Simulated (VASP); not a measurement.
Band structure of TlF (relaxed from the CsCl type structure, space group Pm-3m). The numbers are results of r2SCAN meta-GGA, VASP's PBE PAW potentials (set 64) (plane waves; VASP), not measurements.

Unless said otherwise, spin-orbit coupling is left out, though it shifts the bands of the heavy elements here.

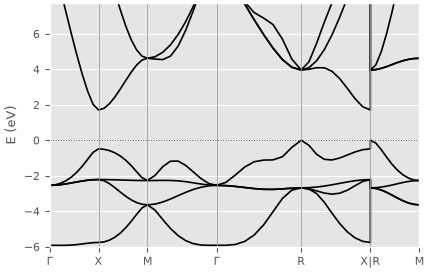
Figure. Bands along high-symmetry lines, zero at the valence-band maximum or, without a gap, the Fermi level

**Question.** Read the plot: is there a gap, and where are the band edges?

**Answer.** The gap is indirect, 1.71 eV, from the valence maximum at R to the conduction minimum at X.

The structure was generated: TlF was put into the CsCl type type (Pm-3m), which need not be its known phase. It was relaxed first, which changed the volume by +108 %.
